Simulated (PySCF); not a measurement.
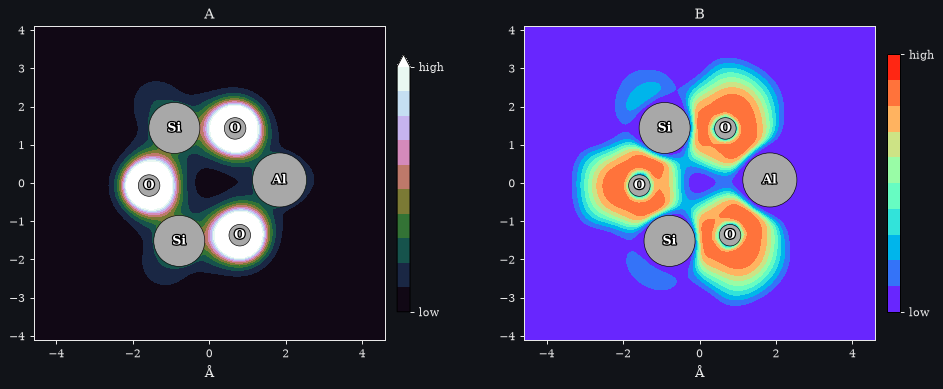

AlF₆O₃Si₂ (charge −1): 2 fields on the plane of atoms Al2, O4 and Si5, with unlabelled colour scales. Grey discs cover the atomic cores.

Geometry: PBE0-D3(BJ)/def2-SVP.

Computed with PBE0/aug-pcSseg-1, SCF density, gas phase, non-relativistic (PySCF).

Q: The panels show electron density and electron localisation function in some order. Assign them.

A: Panel A: electron density. Panel B: electron localisation function. From the grid: Si–O (1.59 Å): the density is about 1.3 e/Å³ at the midpoint; the ELF peaks at about 0.85 between the atoms: a short, strongly polar bond. Al–O (1.78 Å): ρ at the midpoint is about 0.7 e/Å³; the ELF peaks at about 0.85 in the valence shell of O, 0.6 Å from its nucleus, and is about 0.45 at the midpoint.
